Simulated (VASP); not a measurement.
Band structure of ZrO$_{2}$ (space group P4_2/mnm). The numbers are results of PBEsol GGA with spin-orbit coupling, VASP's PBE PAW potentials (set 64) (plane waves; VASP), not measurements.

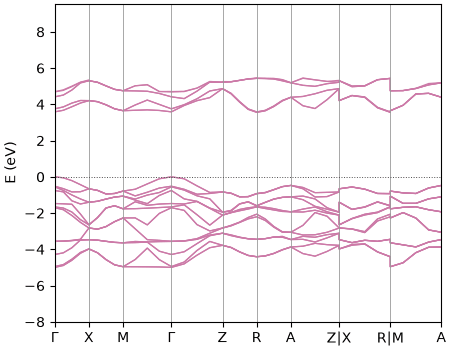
Fig. 1. Bands along high-symmetry lines, zero at the valence-band maximum or, without a gap, the Fermi level

Q: Read the plot: is there a gap, and where are the band edges?

A: The gap is indirect, 3.56 eV, from the valence maximum at Γ to the conduction minimum at R.

The structure comes from a computed database's ZrO2 entry (P4_2/mnm); how it stands against other phases isn't given here. It was relaxed first.
